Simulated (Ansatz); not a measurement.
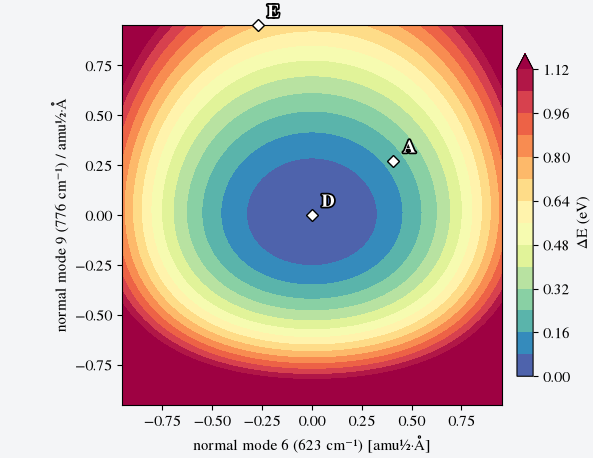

CH4N2Si, SMILES NC1=N[SiH2]1. 
- The first coordinate is: normal mode 6 (623 cm⁻¹); the second: normal mode 9 (776 cm⁻¹).
- Nothing is relaxed (straight displacements along the two mass-weighted modes).
- The scan uses a 15 × 15 grid.
- Energies are in eV, from the lowest grid point.
- Theory: RKS PBE0-D4/def2-TZVP (Ansatz 0.2.0).

In the figure: filled contours, one colour for all values above the top of the scale, lettered points. Between grid points the surface is interpolated.

Is A the lowest point of the computed grid?

No. A lies 0.19 eV above the lowest grid point, which is at normal mode 6 (623 cm⁻¹) = 0.000 amu½·Å, normal mode 9 (776 cm⁻¹) = 0.000 amu½·Å.

Rank the lettered points by energy, lowest first.

D (0.00 eV), A (0.19 eV), E (0.72 eV).
